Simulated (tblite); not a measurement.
## C$_{5}$H$_{8}$OS: nudged elastic band

C$_{5}$H$_{8}$OS, computed with GFN2-xTB climbing-image nudged elastic band, gas phase (tblite 0.8.0).

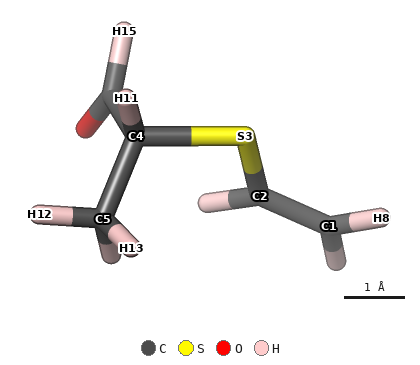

Figure 1. The structure as given in the input (stick view, seen at a tilt; atoms are numbered from 1 in the order of the input). Bond lengths as drawn: C–C 1.32 to 1.52 Å, C–H 1.08 to 1.11 Å, C–O 1.20 Å and C–S 1.76 to 1.85 Å.

**Key numbers**

| quantity | value |
| --- | --- |
| outcome | converged |
| forward barrier | 0.141 eV |
| hardware | 1 CPU thread, shared host |
| wall time | 3 s |
| peak memory | 0.2 GiB |

**The input**
```
{"job": {"xc": "GFN2-xTB", "basis": "xTB", "kind": "neb"}, "charge": 0, "multiplicity": 1}
C      2.743780     0.468750     0.369928
C      1.451577     0.459028     0.095476
S      0.217364     0.245037     1.332907
C     -1.275770    -0.160883     0.316409
C     -1.093933    -1.415999    -0.512483
C     -1.466472     1.101439    -0.468859
O     -1.157796     1.245300    -1.620269
H      3.113980     0.321966     1.369596
H      3.471811     0.633312    -0.404890
H      1.063166     0.617738    -0.898381
H     -2.060170    -0.274961     1.066810
H     -2.033013    -1.665018    -1.003076
H     -0.793500    -2.247547     0.120214
H     -0.339158    -1.262539    -1.280008
H     -1.846279     1.942367     0.140831
```

The first line tells a small driver script what to run in tblite; the rest is the geometry in Å.

Launched with:
```bash
OMP_NUM_THREADS=1 python <driver script> task.json out
```

**What the program printed**
```
image   E - E0 / eV
  0       0.0000
  1       0.0457
  2       0.1182
  3       0.1408
  4       0.1060
  5       0.0514
  6       0.0034
```
